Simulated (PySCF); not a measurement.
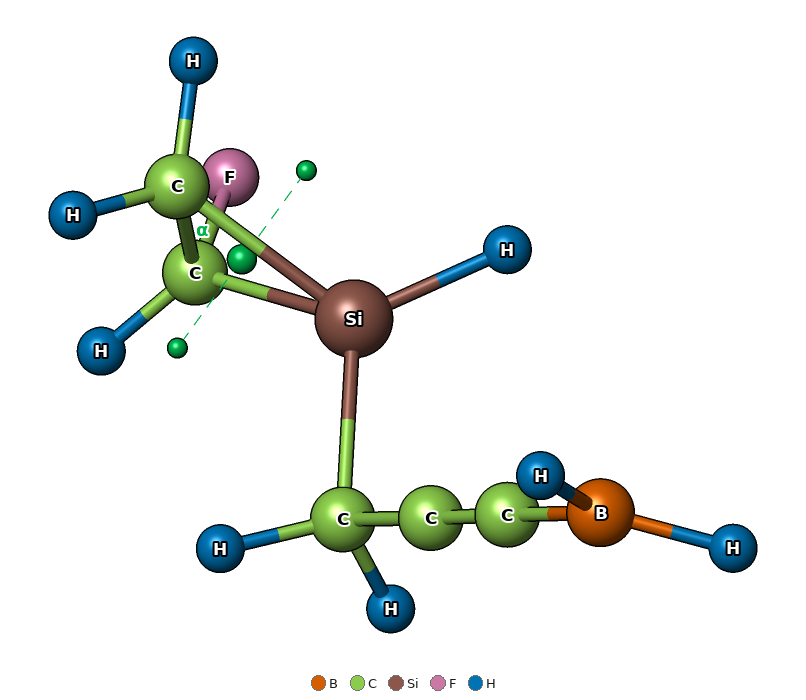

The small points mark where nucleus-independent chemical shifts (NICS) were computed: at the centre of each lettered ring and 1 Å above and below it. The computed structure is the end point of a GFN2-xTB optimisation. No frequency run is at hand to confirm it as a minimum. Level of theory: GIAO PBE0/pcSseg-1 NMR shielding, non-relativistic, gas phase (PySCF 2.14.0).

Give NICS(0), NICS(1) and the out-of-plane component NICS(1)zz for each ring (means of the two sides).

| ring | members | NICS(0) | NICS(1) | NICS(1)zz |
| --- | --- | --- | --- | --- |
| α | C2Si | −20.8 | −7.1 | −13.0 |

Values in ppm.

The geometry is semi-empirical. Around B, Si such bond lengths and angles can be off by a tenth of an ångström or more and by several degrees, and values that hang on the shape move with them.
